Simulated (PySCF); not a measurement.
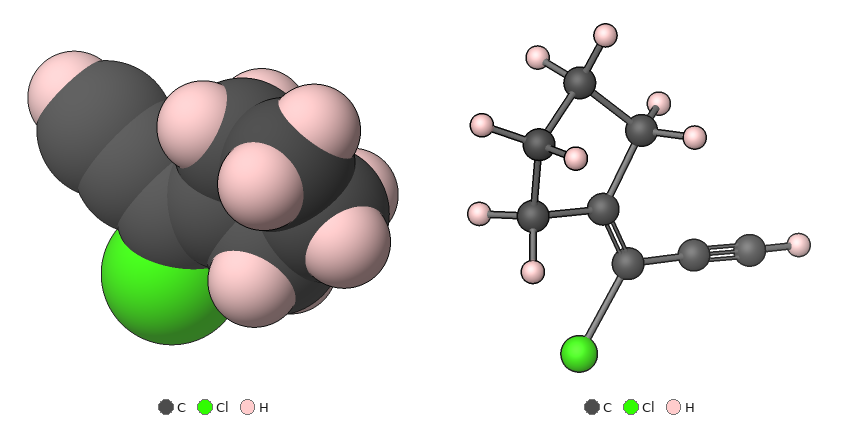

Two views of one molecule.

The geometry was computed by an optimisation with GFN2-xTB. No frequency run is at hand to confirm it as a minimum.

Give the formula.

Answer. C8H9Cl, 18 atoms: 8 carbon, 9 hydrogen and 1 chlorine.

Does it have rings?

Answer. Independent rings (smallest set): 1 of 5 members.

More results for the same structure follow; atom numbers are the same in all pictures, views and colours differ.

### Geometry

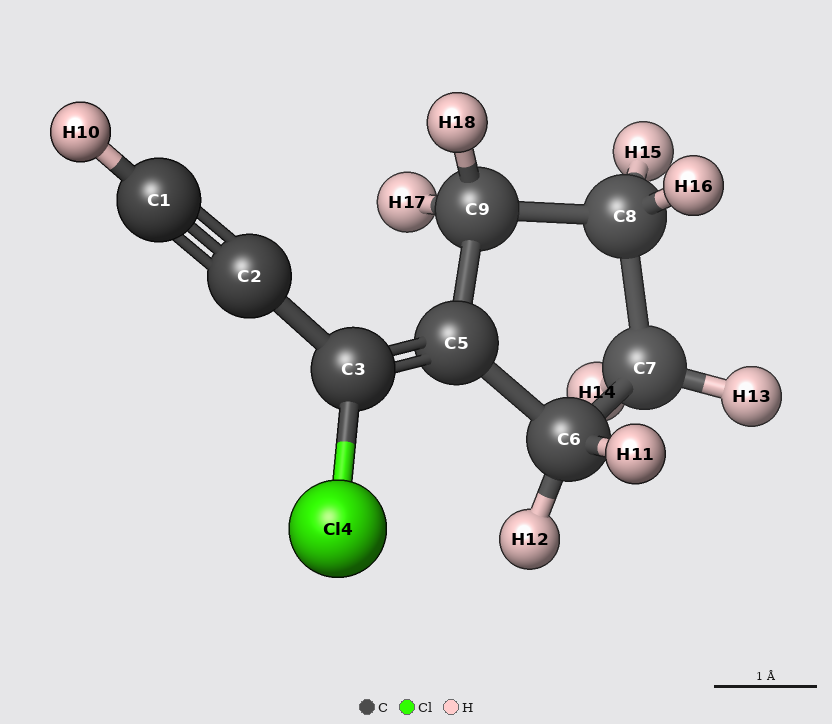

Atoms carry their numbers in the input. No frequency run is at hand to confirm it as a minimum.

What are the angles C2–C1–H10, C2–C3–Cl4, C2–C3–C5, Cl4–C3–C5, C5–C9–H17, C6–C7–C8, C7–C6–H11, C7–C8–H15, C8–C7–H14, C8–C9–H17, C9–C8–H15, C9–C8–H16?

```tsv
angle	degrees
C2–C1–H10	178.8
C2–C3–Cl4	114.6
C2–C3–C5	124.6
Cl4–C3–C5	120.8
C5–C9–H17	109.3
C6–C7–C8	103.6
C7–C6–H11	110.8
C7–C8–H15	112.7
C8–C7–H14	109.7
C8–C9–H17	110.4
C9–C8–H15	112.6
C9–C8–H16	109.8
```

### Ring current

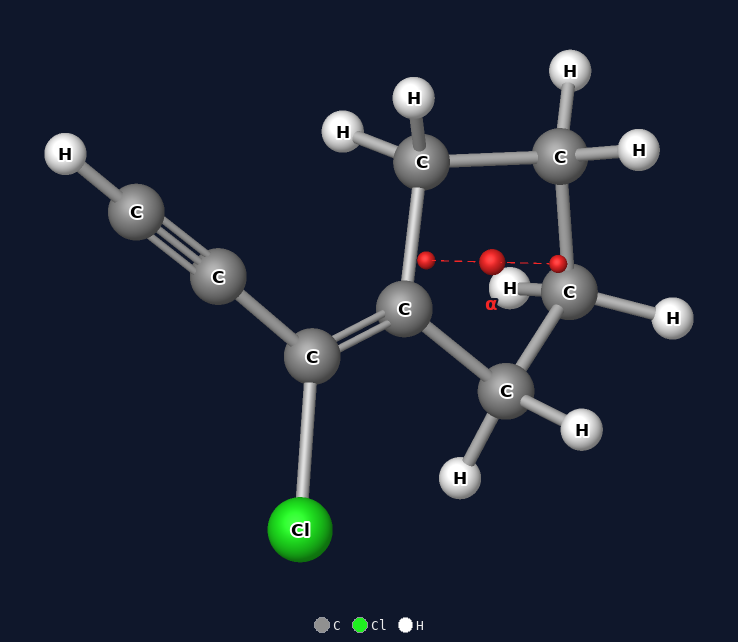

The small points mark where nucleus-independent chemical shifts (NICS) were computed: at the centre of each lettered ring and 1 Å above and below it. No frequency run is at hand to confirm it as a minimum. Method: GIAO PBE0/pcSseg-1 NMR shielding, non-relativistic, gas phase (PySCF 2.14.0).

Give NICS(0), NICS(1) and the out-of-plane component NICS(1)zz for each ring (means of the two sides).

```tsv
ring	members	NICS(0)	NICS(1)	NICS(1)zz
α	C5	−3.2	−3.5	−2.6
```

Values in ppm.

What do the values say about the ring currents?

Answer. Ring α: weak, as in a non-aromatic ring. NICS is one index among several.

### Electronic properties

No frequency run is at hand to confirm it as a minimum. Method: PBE0/pcSseg-1, gas phase (PySCF 2.14.0).

Estimate the HOMO–LUMO gap.

Answer. 5.78 eV.

Give the dipole moment at this level.

Answer. 2.39 D.

What is the HOMO energy (Kohn–Sham orbital)?

Answer. −6.67 eV.

### Quadrupole coupling

No frequency run is at hand to confirm it as a minimum. Electric field gradients from the ground-state density, PBE0/pcSseg-1 (PySCF 2.14.0), non-relativistic apart from any core potentials.

Give the largest field-gradient component, the quadrupole coupling constant and the asymmetry for 35Cl at Cl4 (Q = −81.7 mb).

```tsv
atom	V_zz (a.u.)	e²qQ/h (MHz)	η
Cl4	3.972	−76.2	0.08
```
